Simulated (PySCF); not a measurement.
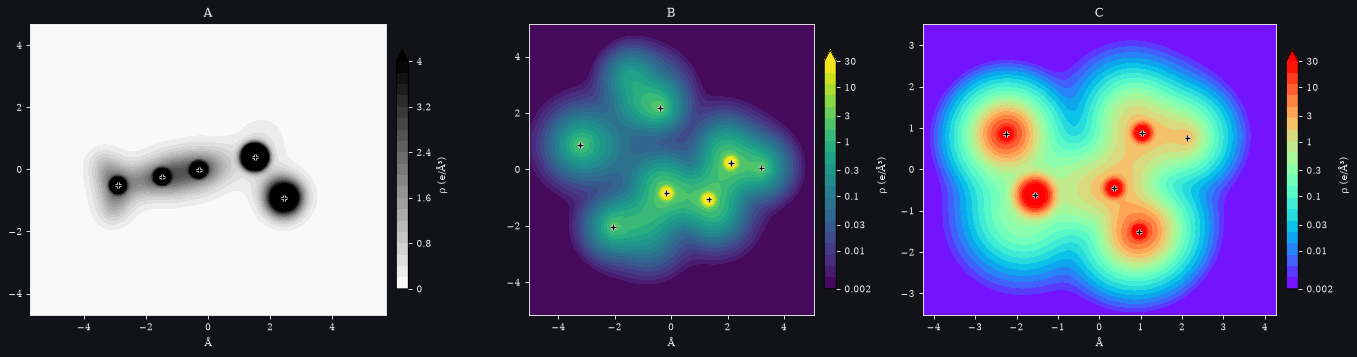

The total electron density of 3 systems, each on a plane through atoms (crosses mark nuclei in the plane).

The calculation used CAM-B3LYP/def2-SVPD, SCF density, gas phase in PySCF 2.14.0.

System 1: C4H8OSSi, the plane of atoms C3, Si4 and O6. Geometry: GFN2-xTB.

```csv
atom,x (Å),y (Å),z (Å)
C,3.0843,0.9870,0.2811
C,1.7478,0.5013,0.0311
C,0.6366,0.0821,-0.1750
Si,-1.0942,-0.4816,-0.4994
C,-1.9947,-0.9727,1.0888
O,-1.1678,-1.7634,-1.4911
S,-2.0816,1.1679,-1.5277
H,3.1367,1.4316,1.2747
H,3.3500,1.7409,-0.4595
H,3.7970,0.1649,0.2221
H,-3.0506,-1.1500,0.9067
H,-1.9090,-0.2006,1.8473
H,-1.5672,-1.8839,1.4929
H,-1.0268,-1.6831,-2.4307
H,-1.8651,2.0674,-0.5833
```

System 2: C2H5FOSi, the plane of atoms C1, C2 and Si4. Geometry: PBE0-D3(BJ)/def2-SVP.

```xyz
10

C    -1.4832    0.0900    0.1492
C    -0.2386   -0.0618   -0.6735
O    -0.2468   -0.1933   -1.8786
Si    1.5125   -0.0660    0.1218
F     1.3971    0.1585    1.7324
H    -1.5268   -0.7044    0.9125
H    -2.3737    0.0510   -0.4936
H    -1.4516    1.0446    0.7001
H     2.1507   -1.3852   -0.1340
H     2.3085    1.0464   -0.4611
```

System 3: C5H14GaN, the plane of atoms C2, C1 and H9. Geometry: PBE0-D3(BJ)/def2-SVP.

```xyz
21

C    -1.4661    1.7275    0.5382
C    -1.6198    0.9347   -0.7518
C    -0.3813    0.1503   -1.1065
C    -0.4611   -1.1052   -1.9094
C    -0.1014   -1.1837   -0.4433
Ga    1.7321   -1.5986    0.1632
N     1.8799    0.0085    1.5934
H    -1.2543    1.0570    1.3881
H    -2.3741    2.2986    0.7855
H    -0.6365    2.4514    0.4643
H    -1.8788    1.6201   -1.5786
H    -2.4694    0.2362   -0.6574
H     0.4949    0.7842   -1.3106
H    -1.4564   -1.4442   -2.2159
H     0.3182   -1.2950   -2.6548
H    -0.9291   -1.5369    0.1875
H     2.8751   -1.1300   -0.8349
H     1.9982   -2.8261    1.1277
H     1.3090   -0.1739    2.4181
H     2.8332    0.1898    1.9064
H     1.5209    0.8574    1.1552
```

Question: Match each panel to its system.

Answer: Panel A is system 1, C4H8OSSi: the plane holds C, Si and O. C–C (1.21 Å): ρ is about 2.7 e/Å³ halfway. Panel B is system 3, C5H14GaN: the plane holds C and H. C–C (1.52 Å): ρ at the midpoint is about 1.7 e/Å³. Panel C is system 2, C2H5FOSi: the plane holds C, O, Si, F and H. C–O (1.21 Å): the density is about 3.3 e/Å³ at the midpoint.
